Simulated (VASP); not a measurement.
Band structure of Si (diamond). Method: optB88-vdW, VASP's PBE PAW potentials (set 64) (plane waves; VASP).

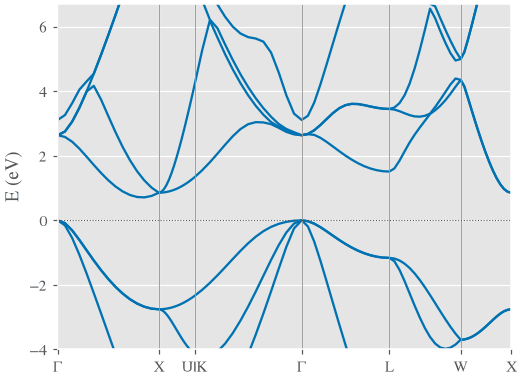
Figure. Bands along high-symmetry lines, zero at the valence-band maximum or, without a gap, the Fermi level

### Question
Read the plot: is there a gap, and where are the band edges?

### Answer
The gap is indirect, 0.71 eV, from the valence maximum at Γ to the conduction minimum at Γ-X at 0.86. (Edges off the drawn lines would not show.)

Measured: gap 1.23 eV (computed value off by -0.52 eV), as given by Wei Chen et al., Physical Review Materials (2018), doi:10.1103/physrevmaterials.2.073803 [zero-point renormalisation of 0.06 eV added back (the table's ZPR column)].

The compound is Si in the diamond structure. It was relaxed first.
